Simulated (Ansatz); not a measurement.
Correcting a cheap level on N-containing molecules

The dipole moment in D of 6 N-containing molecules: x at r2SCAN-D4/def2-TZVPP, y as measured (NIST CCCBDB). Shapes, held fixed at every level: PBE0-D4/def2-TZVP. Programs: Ansatz 0.2.0.

| molecule | x (D) | y (D) |
| --- | --- | --- |
| C2H5N (N-methylmethanimine) | 1.43 | 1.53 |
| C3H3NO (oxazole) | 1.57 | 1.50 |
| HCN (hydrogen cyanide) | 3.02 | 2.98 |
| C2H3N (isocyanomethane) | 3.97 | 3.85 |
| C2H3N (acetonitrile) | 4.05 | ? |
| CH2N2 (cyanamide) | 4.71 | 4.32 |

Question: Fit y = c + s·x to the known rows and predict y for C2H3N (acetonitrile).

Answer: 
1. Means of the 5 rows: x = 2.9400, y = 2.836.
2. Σ(Δx)² = 8.3572, Σ(Δx·Δy) = 7.485, so the slope is 7.485/8.3572 = 0.89563.
3. Intercept: 2.836 − (0.89563) × 2.9400 = 0.203. The largest residual of the fit is 0.11.
4. C2H3N (acetonitrile): 0.203 + 0.89563 × 4.05 = 3.83 D.

The measured value is 3.92 D, so the prediction is off by -0.09 D, within the largest residual. Uncorrected, r2SCAN-D4/def2-TZVPP misses it by +0.13 D, and the other rows by 0.14 on average. The line overshoots: the miss goes from +0.13 to -0.09. Left out in turn, the other rows are missed by 0.15 D on average, hardly better than no correction.

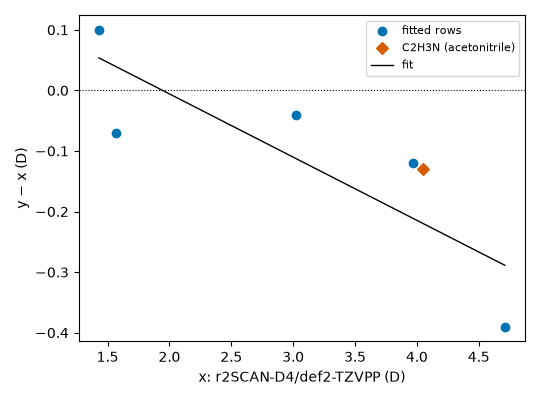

The correction y − x against x, with the fitted line and the withheld molecule.
